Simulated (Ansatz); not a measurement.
# PBE-QIDH/cc-pVDZ run of BBrCl2 (SMILES ClB(Cl)Br)

What is the electronic atomisation energy of BBrCl2 at PBE-QIDH/cc-pVDZ? 

Program for the calculation: Ansatz 0.2.0.

62 further runs of the same task are left out: 1 that didn't finish, 61 set aside as unsound or not needed.

## Step 1: The molecule

BBrCl2 has 4 atoms, charge 0, and is taken as a singlet. SMILES: `ClB(Cl)Br`. The shape is that of a PBE0-D4/def2-TZVP optimisation.

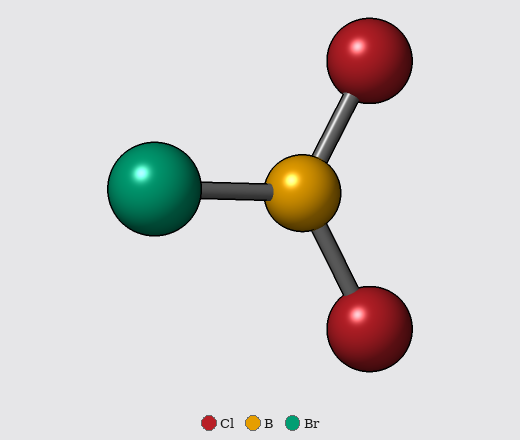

Viewed from a chosen angle; chlorine red, boron amber, bromine teal.

## Step 2: A single-point energy at PBE-QIDH/cc-pVDZ

input.yaml reads:

```yaml
crystal:
  periodic: [false, false, false]
  atoms:
    - {symbol: Cl, position_ang: [0.582100, 0.666000, 1.510800]}
    - {symbol: B, position_ang: [0.037200, -0.038100, 0.022100]}
    - {symbol: Cl, position_ang: [0.444300, -1.679200, -0.365600]}
    - {symbol: Br, position_ang: [-1.008100, 0.991100, -1.187600]}
basis:
  gaussian:
    orbitals: cc-pVDZ
accuracy: high
output:
  orbitals: {seedname: orbitals}
correlation:
  frozen_orbitals: {B: 1, Br: 9, Cl: 5}
hamiltonian:
  xc: {name: PBE-QIDH}
```

Launch:

```bash
$ ansatz run input.yaml --threads 1 --pin off --max-ram 3480MiB --events-out events.jsonl --progress --plain --runs-dir runs
```

Standard output:

```text
Warning: RAYON_NUM_THREADS=1 ignored (pool sized by the plan → 1); use --threads N
Functional definition: PBE-QIDH
  name "PBE-QIDH"
  parameter a = 3^(-1/3)
  parameter c = 1/3
  exchange = (1 - a)*pbe_x + a*exact_x
  correlation = (1 - c)*pbe_c + c*(mp2_os + mp2_ss)
1640 factors; integrals over basis functions are off by at most 4.6e-9 eV
mean field evaluation 1: about -95731.8173 eV, gradient 1.5e1 eV
mean field evaluation 2: about -95732.0712 eV, gradient 1.6e1 eV
mean field evaluation 4: about -95732.8527 eV, gradient 1.5e0 eV
mean field evaluation 8: about -95732.8669 eV, gradient 1.6e-2 eV
mean field evaluation 16: about -95732.8669 eV, gradient 8.6e-6 eV
mean field -95732.86689446 eV, -3518.1179683037 hartree, gradient 5.8e-8 eV, S^2 0.000000; 0 other end points of the search recorded, 0 dependent functions left out
20 core orbitals not correlated: weight in the atoms' cores, before any rotation towards them, 1.000 or more for the frozen orbitals, at most 0.000 for the correlated occupied ones
reference -95732.86689522 eV, -3518.1179683315 hartree; 17, 17 occupied and 40, 40 virtual orbitals, 1640 factors
second order -14.87631631 eV of doubles, -0.00000000 eV of singles
Total energy: -95737.82566732 eV, -3518.3001998451 hartree
```

Run time: 15 s. Hardware: 1 thread of Arm Neoverse V1, shared host; peak memory 0.27 GiB.

## Step 3: The B atom at the same level

in.yaml reads:

```yaml
crystal:
  periodic: [false, false, false]
  atoms:
    - {symbol: B, position_ang: [0.000000, 0.000000, 0.000000]}
basis:
  gaussian: {orbitals: cc-pVDZ}
magnetization: {spin_polarized: true, initial_magnetization: 1}
hamiltonian: {xc: {name: PBE-QIDH}}
correlation: {frozen_orbitals: {B: 1}}
accuracy: high
```

Run the same way, it converges to -24.60857 Eh (log not shown).

## Step 4: The Br atom, same level

molecule.yaml reads:

```yaml
basis:
  gaussian: {orbitals: cc-pVDZ}
crystal:
  periodic: [false, false, false]
  atoms:
    - symbol: Br
      position_ang: [0.000000, 0.000000, 0.000000]
hamiltonian: {xc: {name: PBE-QIDH}}
correlation: {frozen_orbitals: {Br: 9}}
accuracy: high
magnetization: {spin_polarized: true, initial_magnetization: 1}
```

Run the same way, it converges to -2573.42366 Eh (log not shown).

## Step 5: The Cl atom at the same level

molecule.yaml reads:

```yaml
crystal:
  periodic: [false, false, false]
  atoms:
    - {symbol: Cl, position_ang: [0.000000, 0.000000, 0.000000]}
basis:
  gaussian:
    orbitals: cc-pVDZ
accuracy: high
hamiltonian:
  xc: {name: PBE-QIDH}
magnetization:
  spin_polarized: true
  initial_magnetization: 1
correlation:
  frozen_orbitals: {Cl: 5}
```

Launch:

```bash
$ ansatz run molecule.yaml --threads 1 --pin off --max-ram 3480MiB --events-out events.jsonl --progress --plain --runs-dir runs
```

Standard output:

```text
Warning: RAYON_NUM_THREADS=1 ignored (pool sized by the plan → 1); use --threads N
[... 6 set-up lines as earlier in the session ...]
141 factors; integrals over basis functions are off by at most 3.0e-9 eV
mean field evaluation 1: about -12513.0457 eV, gradient 3.6e0 eV
mean field evaluation 2: about -12513.0486 eV, gradient 3.6e0 eV
mean field evaluation 4: about -12513.1363 eV, gradient 1.7e-1 eV
mean field evaluation 8: about -12513.1367 eV, gradient 1.2e-2 eV
mean field evaluation 16: about -12513.1367 eV, gradient 2.4e-7 eV
mean field -12513.13670175 eV, -459.8492920805 hartree, gradient 1.4e-8 eV, S^2 0.753988; 0 other end points of the search recorded, 0 dependent functions left out
5 core orbitals not correlated: weight in the atoms' cores, before any rotation towards them, 1.000 or more for the frozen orbitals, at most 0.000 for the correlated occupied ones
reference -12513.13670222 eV, -459.8492920980 hartree; 4, 3 occupied and 9, 10 virtual orbitals, 141 factors
second order -3.36736684 eV of doubles, -0.00000000 eV of singles
Total energy: -12514.25915783 eV, -459.8905415809 hartree
```

It took 1.5 s on 1 thread of Arm Neoverse V1, shared host.

## Step 6: Summary of results

At PBE-QIDH/cc-pVDZ, 20 core orbitals frozen:

| quantity | value |
| --- | --- |
| molecule: total energy | -3518.30020 Eh |
| molecule: HOMO energy (SCF part's orbitals) | -10.70 eV |
| molecule: LUMO energy (SCF part's orbitals) | 0.26 eV |
| molecule: HOMO–LUMO gap (SCF part's orbitals) | 10.97 eV |
| B atom: total energy | -24.60857 Eh |
| B atom: ⟨S²⟩ | 0.755 |
| Br atom: total energy | -2573.42366 Eh |
| Br atom: ⟨S²⟩ | 0.754 |
| Cl atom: total energy | -459.89054 Eh |
| Cl atom: ⟨S²⟩ | 0.754 |
| electronic atomisation energy | 13.249 eV |

**Reading.** Taking the molecule apart into free atoms costs 13.25 eV (306 kcal/mol), before zero-point energy and without spin-orbit coupling.
